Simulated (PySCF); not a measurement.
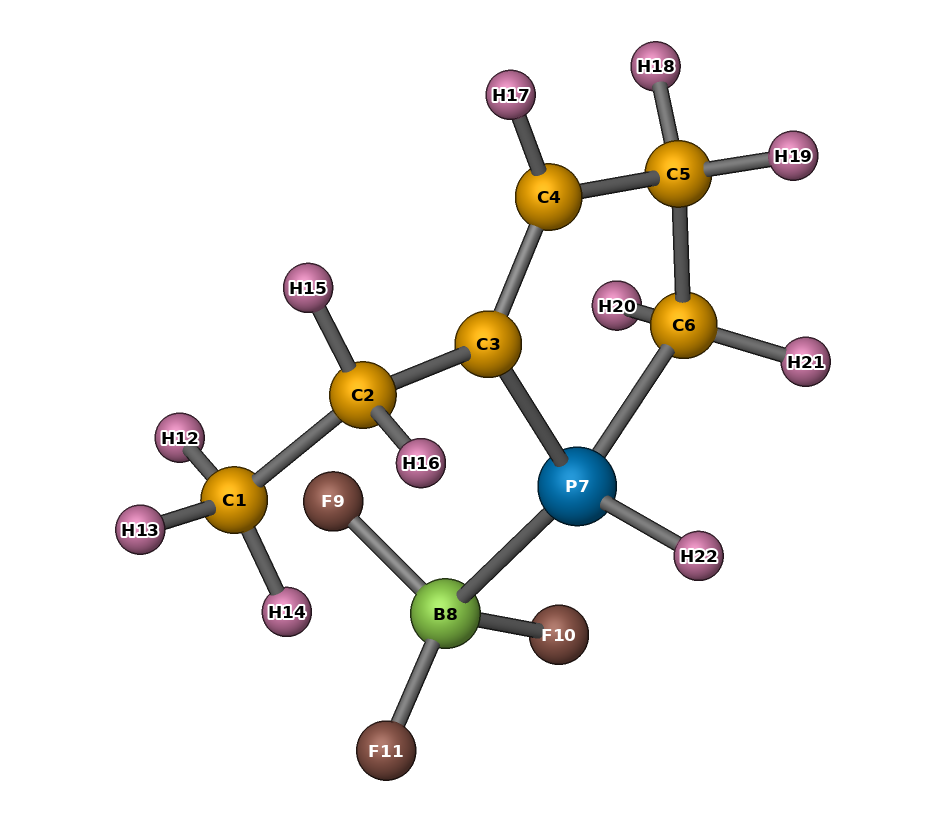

The questions are on isotropic NMR shieldings of the H atoms. The computed structure is the end point of a GFN2-xTB optimisation. No frequency run is at hand to confirm it as a minimum. Method: GIAO PBE0/pcSseg-1 NMR shielding, non-relativistic, gas phase (PySCF 2.14.0).

Give the isotropic NMR shieldings of the H atoms atom by atom.

```
atom  σ (ppm)
 H12    30.37
 H13    30.42
 H14    30.01
 H15    29.16
 H16    29.49
 H17    25.23
 H18    28.83
 H19    28.98
 H20    29.19
 H21    29.49
 H22    26.72
```

The geometry is semi-empirical. Around B, P such bond lengths and angles can be off by a tenth of an ångström or more and by several degrees, and values that hang on the shape move with them.
